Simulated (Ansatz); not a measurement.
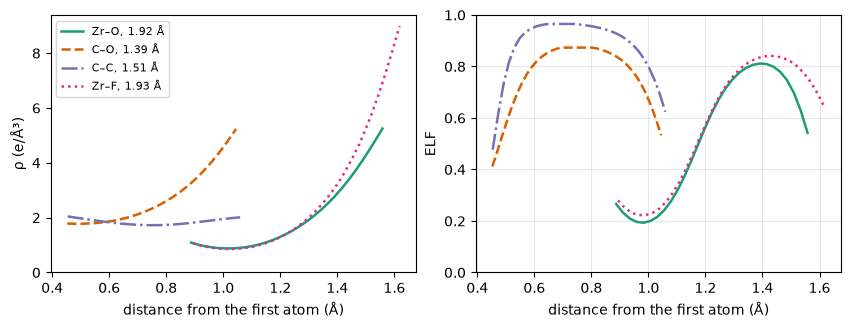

Figure. C₆H₁₅FO₃Zr (SMILES CC[O][Zr]([F])([O]CC)[O]CC). Electron density and ELF along straight lines between neighbouring atoms. The curves leave out the atomic cores.

Geometry: PBE0-D4/def2-TZVP; core potentials replace the inner electrons of Zr.

Computed with Ansatz 0.2.0, RKS PBE0-D4/def2-TZVPP.

Input

```
crystal:
  periodic: [false, false, false]
  atoms:
    - {symbol: C, position_ang: [-0.232932, -3.112053, 0.936698]}
    - {symbol: C, position_ang: [-1.336061, -2.368509, 1.658823]}
    - {symbol: O, position_ang: [-1.060894, -1.006050, 1.751929]}
    - {symbol: Zr, position_ang: [-0.348161, 0.764558, 1.543471]}
    - {symbol: F, position_ang: [-0.466408, 1.716883, 3.220387]}
    - {symbol: O, position_ang: [-1.338488, 1.701461, 0.192588]}
    - {symbol: C, position_ang: [-1.989652, 2.167487, -0.947533]}
    - {symbol: C, position_ang: [-1.560912, 1.408169, -2.184398]}
    - {symbol: O, position_ang: [1.488126, 0.628450, 1.007538]}
    - {symbol: C, position_ang: [2.714459, 0.478334, 0.363926]}
    - {symbol: C, position_ang: [2.603518, 0.756085, -1.119446]}
    - {symbol: H, position_ang: [-0.461760, -4.179325, 0.880187]}
    - {symbol: H, position_ang: [-0.114770, -2.732482, -0.081397]}
    - {symbol: H, position_ang: [0.718193, -2.990996, 1.460498]}
    - {symbol: H, position_ang: [-2.289930, -2.506503, 1.133690]}
    - {symbol: H, position_ang: [-1.464032, -2.774336, 2.670044]}
    - {symbol: H, position_ang: [-3.073366, 2.072525, -0.804392]}
    - {symbol: H, position_ang: [-1.773734, 3.236409, -1.068616]}
    - {symbol: H, position_ang: [-2.079852, 1.788621, -3.067936]}
    - {symbol: H, position_ang: [-1.792935, 0.345145, -2.082157]}
    - {symbol: H, position_ang: [-0.485523, 1.512426, -2.346174]}
    - {symbol: H, position_ang: [3.441148, 1.160856, 0.821693]}
    - {symbol: H, position_ang: [3.082498, -0.542441, 0.529121]}
    - {symbol: H, position_ang: [1.900045, 0.064177, -1.589175]}
    - {symbol: H, position_ang: [2.251841, 1.775656, -1.293826]}
    - {symbol: H, position_ang: [3.575483, 0.639557, -1.605545]}
basis:
  gaussian: {orbitals: def2-TZVPP}
hamiltonian: {xc: pbe0, dispersion: d4}
output: {orbitals: {seedname: orbitals}}
```

Command:

```sh
ansatz run in.yaml --threads 11 --pin off --events-out ev --progress --plain --max-ram 174080MiB --backend cuda --devices 0, --max-vram 75GiB
```

### What can be read from the curves?

Zr–O (1.92 Å): ρ is about 0.92 e/Å³ halfway; the ELF peaks at about 0.80 in the valence shell of O, 0.5 Å from its nucleus, and drops to about 0.20 between the two atoms.
C–O (1.39 Å): ρ at the midpoint is about 2.1 e/Å³, with its minimum of 1.8 e/Å³ about 0.5 Å from C; the ELF peaks at about 0.85 between the atoms: a shared but strongly polarised pair.
C–C (1.51 Å): ρ is about 1.7 e/Å³ halfway; the ELF peaks at about 0.95 between the atoms: a shared electron pair.
Zr–F (1.93 Å): ρ is about 0.89 e/Å³ halfway; the ELF peaks at about 0.85 in the valence shell of F, 0.5 Å from its nucleus, and drops to about 0.20 between the two atoms.
